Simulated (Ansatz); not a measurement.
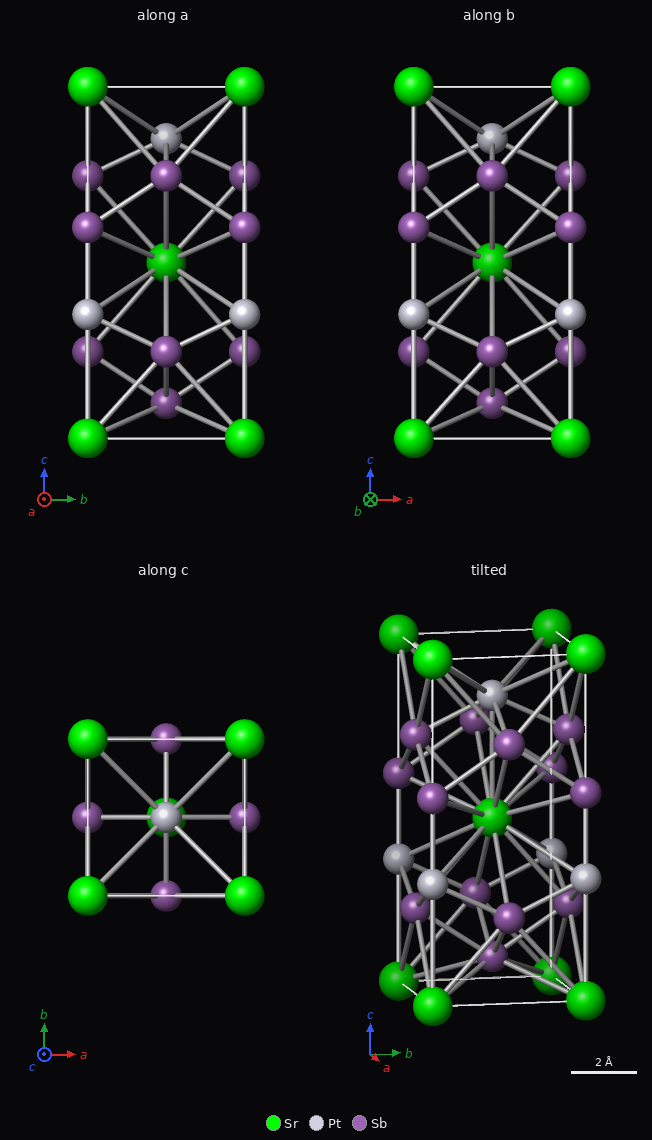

Crystal structure, ball-and-stick style, seen along the a axis, along the b axis, along the c axis and slightly off an axis. The lines enclose the conventional unit cell; boundary atoms appear with their images.

Lattice parameters: a = 4.8818 Å, b = 4.8818 Å, c = 10.9476 Å, α = 90.000°, β = 90.000°, γ = 90.000°.

Set out the cell and atoms as a CIF in P1 with every atom of the cell, with free fractional coordinates to two decimals.

```cif
data_structure
_symmetry_space_group_name_H-M 'P 1'
_symmetry_Int_Tables_number 1
_cell_length_a 4.8818
_cell_length_b 4.8818
_cell_length_c 10.9476
_cell_angle_alpha 90.000
_cell_angle_beta 90.000
_cell_angle_gamma 90.000
_cell_volume 260.90
loop_
_atom_site_label
_atom_site_type_symbol
_atom_site_fract_x
_atom_site_fract_y
_atom_site_fract_z
_atom_site_occupancy
Sr1 Sr 0.00 0.00 0.00 1
Pt1 Pt 0.00 0.00 0.35 1
Sb1 Sb 0.50 0.50 0.10 1
Sb2 Sb 0.00 0.50 0.25 1
Sb3 Sb 0.50 0.00 0.25 1
Sr2 Sr 0.50 0.50 0.50 1
Pt2 Pt 0.50 0.50 0.85 1
Sb4 Sb 0.00 0.00 0.60 1
Sb5 Sb 0.50 0.00 0.75 1
Sb6 Sb 0.00 0.50 0.75 1
```

Where the cell comes from: a generated cell, made by putting these elements into a known structure type (the compound may or may not exist in this form). No relaxation was applied. It was run through Ansatz as a DFT input.

At this level of theory the cell isn't at rest (compressed, at 6 GPa and forces up to 1.2 eV/Å), so its distances can differ from those at equilibrium, the more so the softer the solid.
